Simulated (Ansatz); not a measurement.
# H2O+ (SMILES [OH2+]) at UCCSDTQ/6-31G(d) (spherical functions)

Aim: the energy change on altering one bond length of H2O+ at UCCSDTQ/6-31G* (spherical functions), from 2 runs. 

The results are computed with Ansatz 0.2.0.

6 further runs of the same task are left out: 2 that didn't finish, 4 set aside as unsound or not needed.

### Step 1. Starting point

H2O+ has 3 atoms, charge +1, and is taken as a doublet. SMILES: `[OH2+]`. Geometry: relaxed at GFN2-xTB.

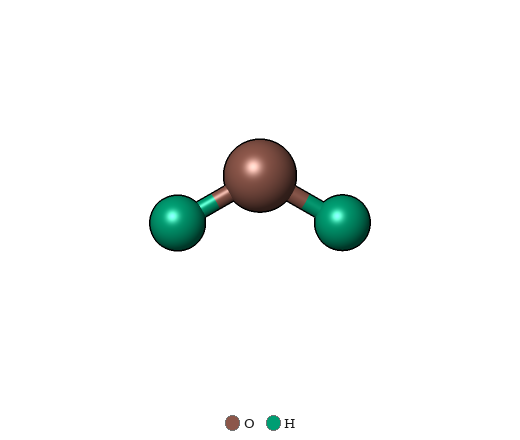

Viewed from a chosen angle; oxygen brown, hydrogen teal.

### Step 2. The energy at UCCSDTQ/6-31G(d) (spherical functions)

Contents of molecule.yaml:

```yaml
crystal:
  periodic: [false, false, false]
  atoms:
    - symbol: O
      position_ang: [-0.257730, 0.170410, -0.119700]
    - symbol: H
      position_ang: [0.490020, 0.658280, 0.340630]
    - symbol: H
      position_ang: [-0.232290, -0.828700, -0.220940]
basis:
  gaussian:
    orbitals: 6-31G_st_-spherical.json
accuracy: high
correlation:
  method: ccsdtq
  frozen_orbitals: {H: 0, O: 1}
magnetization:
  spin_polarized: true
  initial_magnetization: 1
scf:
  omitted_lower_state_checks: [cluster_reference, increment]
total_charge: 1
```

The basis set 6-31G* is read from a file made from the Basis Set Exchange's data (not shown).

Command:

```
$ ansatz run molecule.yaml --threads 1 --pin off --max-ram 2610MiB --events-out events.jsonl --progress --plain --runs-dir runs
```

Output, cut to the lines that bear on the results:

```text
Warning: RAYON_NUM_THREADS=1 ignored (pool sized by the plan → 1); use --threads N
Functional definition: HF
  name "HF"
[...]
300 factors; integrals over basis functions are off by at most 3.5e-9 eV
[...]
mean field -2057.49192469 eV, -75.6114336143 hartree, gradient 1.7e-8 eV, S^2 0.757618; 2 other end points of the search recorded, 0 dependent functions left out
1 core orbitals not correlated: weight in the atoms' cores, before any rotation towards them, 1.000 or more for the frozen orbitals, at most 0.000 for the correlated occupied ones
reference -2057.49192469 eV, -75.6114336143 hartree; 4, 3 occupied and 13, 14 virtual orbitals, 300 factors
second order -3.74908605 eV of doubles, -0.00000000 eV of singles
cycle   1  -4.06804163 eV  change   -3.2e-1 eV  update   3.6e-2
[...]
cycle  23  -4.25233620 eV  change   1.5e-10 eV  update  3.9e-10
Total energy: -2061.74426089 eV, -75.7677040874 hartree
Checks for a lower state left out: cluster_reference, increment
```

Run time: 16 s. Hardware: 1 thread of Arm Neoverse V2, shared host; peak memory 0.19 GiB.

### Step 3. The distorted shape at the same level

Contents of job.yaml:

```yaml
basis:
  gaussian:
    orbitals: 6-31G_st_-spherical.json
crystal:
  periodic: [false, false, false]
  atoms:
    - {symbol: O, position_ang: [-0.444635, 0.048464, -0.234762]}
    - {symbol: H, position_ang: [0.490020, 0.658280, 0.340630]}
    - {symbol: H, position_ang: [-0.419195, -0.950646, -0.336002]}
total_charge: 1
magnetization:
  spin_polarized: true
  initial_magnetization: 1
correlation:
  method: ccsdtq
  frozen_orbitals: {H: 0, O: 1}
accuracy: high
scf:
  omitted_lower_state_checks: [cluster_reference, increment]
```

The basis set 6-31G* is read from a file made from the Basis Set Exchange's data (not shown).

Command:

```
$ ansatz run job.yaml --threads 1 --pin off --max-ram 2610MiB --events-out events.jsonl --progress --plain --runs-dir runs
```

Output, cut to the lines that bear on the results:

```text
Warning: RAYON_NUM_THREADS=1 ignored (pool sized by the plan → 1); use --threads N
[... 2 set-up lines as earlier in the session ...]
[...]
303 factors; integrals over basis functions are off by at most 4.8e-9 eV
[...]
mean field -2056.56445316 eV, -75.5773496642 hartree, gradient 4.1e-8 eV, S^2 0.765375; 2 other end points of the search recorded, 0 dependent functions left out
1 core orbitals not correlated: weight in the atoms' cores, before any rotation towards them, 1.000 or more for the frozen orbitals, at most 0.000 for the correlated occupied ones
reference -2056.56445316 eV, -75.5773496642 hartree; 4, 3 occupied and 13, 14 virtual orbitals, 303 factors
second order -3.94367361 eV of doubles, -0.00000000 eV of singles
cycle   1  -4.24961584 eV  change   -3.1e-1 eV  update   4.4e-2
[...]
cycle  27  -4.48923786 eV  change  -2.5e-10 eV  update  1.8e-10
Total energy: -2061.05369102 eV, -75.7423261127 hartree
Checks for a lower state left out: cluster_reference, increment
```

Wall time 17 s (1 thread of Arm Neoverse V2, shared host); peak memory 0.19 GiB.

### Step 4. Results

At UCCSDTQ/6-31G* (spherical functions), 1 core orbital frozen:

```
                                                         quantity         value
                                        first shape: total energy  -75.76770 Eh
          first shape: correlation energy (1 core orbital frozen)    -156.3 mEh
                   first shape: ⟨S²⟩ of the reference determinant         0.758
                                       first shape: T1 diagnostic         0.007
                                    distorted shape: total energy  -75.74233 Eh
      distorted shape: correlation energy (1 core orbital frozen)    -165.0 mEh
               distorted shape: ⟨S²⟩ of the reference determinant         0.765
                                   distorted shape: T1 diagnostic         0.013
energy change with the O1–H2 bond stretched from 1.005 to 1.256 Å      0.691 eV
```

With the O1–H2 bond stretched from 1.005 to 1.256 Å the energy rises by 0.69 eV (15.9 kcal/mol). The first shape isn't relaxed at this level, so the change isn't measured from a minimum.
